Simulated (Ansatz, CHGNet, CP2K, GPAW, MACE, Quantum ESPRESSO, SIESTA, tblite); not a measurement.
**Other levels on random packing of C68N32 (at. %) (79 atoms)**

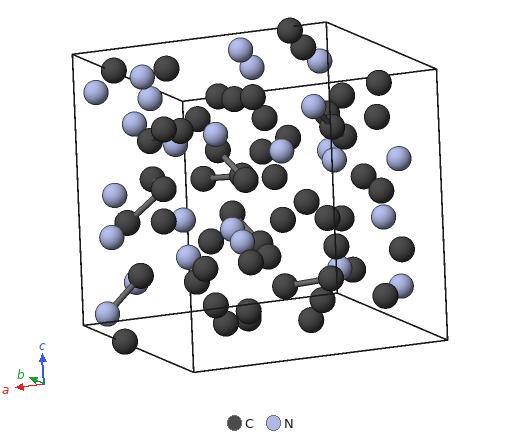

The cell (carbon dark grey, nitrogen light blue). Bonds to atoms that aren't drawn are left out. Some periodic images of atoms are drawn too.

Density of this cell: 2.36 g/cm³. The cell holds 79 atoms: 54 C and 25 N. Its edges and angles: a = 8.889 Å, b = 8.889 Å, c = 8.889 Å, α = 90.0°, β = 90.0°, γ = 90.0°. 79 atoms (54 C, 25 N) packed at random in a cube at 2.36 g/cm³ and pushed apart as soft spheres; a start for melting by ab initio MD, not an equilibrated structure. Then every atom was moved at random, 0.02 Å r.m.s. a Cartesian component.

Geometry: as built.

The reference, a calculation:

* method: Kohn-Sham DFT, PBE, SSSP efficiency 1.3.0 pseudopotentials, plane waves (Quantum ESPRESSO 7.5); sssp-pbe-1.3.0-efficiency, cutoffs 60/480 Ry, Γ point
* r.m.s. force component: 1.953 eV/Å
* longest force: 5.878 eV/Å
* pressure: -24.14 GPa
* time: 2.8 min on 2 MPI ranks of Arm Neoverse V2, shared host
* CPU time: 5.6 min

Runs, in no order:
A. tblite GFN1-xTB: GFN1-xTB tight binding, diagonalisation
B. CP2K PBE, TZVP-UZH, 600/50 Ry, diagonalisation: Kohn-Sham DFT, PBE, GTH-PBE pseudopotentials, Gaussian and plane waves, TZVP-MOLOPT (UZH set), diagonalisation
C. GPAW PBE, LCAO szp(dzp), h 0.18 Å: Kohn-Sham DFT, PBE, PAW, atomic orbitals (szp(dzp))
D. GPAW LDA, LCAO dzp, h 0.18 Å: Kohn-Sham DFT, LDA, PAW, atomic orbitals (dzp)
E. SIESTA PBE, SZ, shift 0.01 Ry, mesh 500 Ry: Kohn-Sham DFT, PBE, PseudoDojo 0.4.1 norm-conserving pseudopotentials (converted to PSML), numerical atomic orbitals (SZ), diagonalisation

**Question.** Rank the runs by how far their forces lie from the reference's, least first.

D, B, C, A, E.

```tsv
run	Δ force, r.m.s. (meV/Å)	share of r.m.s. force (%)	CPU time
D. GPAW LDA, LCAO dzp, h 0.18 Å	61.7	3.16	2.4 min
B. CP2K PBE, TZVP-UZH, 600/50 Ry, diagonalisation	88.8	4.55	7.8 min
C. GPAW PBE, LCAO szp(dzp), h 0.18 Å	525	26.9	2.3 min
A. tblite GFN1-xTB	939	48.1	1.8 s
E. SIESTA PBE, SZ, shift 0.01 Ry, mesh 500 Ry	1405	71.9	86 s
```

Periodic xTB results under one method name differ between programs and library versions. The electron count is odd in these runs, and they have no spin polarisation, so the unpaired electron is spread evenly over both spins. The electronic-structure runs sample only Γ, in a cell whose shortest periodic width is 9 Å, which is coarse for a cell with partly filled levels.

[Logs are printed without paths, hosts, clocks, repeated set-up lines and the standing remarks that a program may print on its own settings, such as how far it seeks lower states.]

[Hosts, paths, dates, database ids (printed as entryN), source tags and the programs' standing remarks are cut or masked in the printed files.]
